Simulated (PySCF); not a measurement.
AlH, SMILES [AlH] (connectivity only; charge and spin as stated), neutral, multiplicity 1.

The structure is a stationary point at B3LYP-D3(BJ)/def2-TZVPD.

Lowest vertical singlet excitation by several levels in PySCF, with rough processor times relative to the cheapest run on one machine. Each run also gave further roots (ADC and EOM-CCSD ionised and attached states too); roots are paired by order and the bases differ. EOM-CCSD serves as a yardstick, not as the true value; all levels that ended soundly for this molecule are listed, with differences from unrounded values.

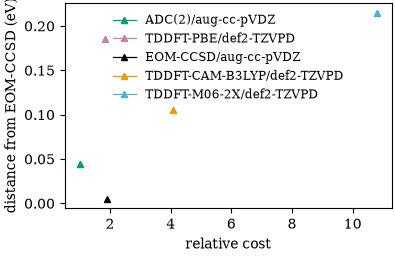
Figure: Cost against distance from EOM-CCSD for the lowest singlet.

```tsv
level	relative cost	S1 (eV)	S1 minus EOM-CCSD (eV)
ADC(2)/aug-cc-pVDZ	1	3.03	0.05
TDDFT-PBE/def2-TZVPD	2	2.80	-0.19
EOM-CCSD/aug-cc-pVDZ	2	2.99	0.00
TDDFT-CAM-B3LYP/def2-TZVPD	4	2.88	-0.11
TDDFT-M06-2X/def2-TZVPD	10	2.77	-0.21
```
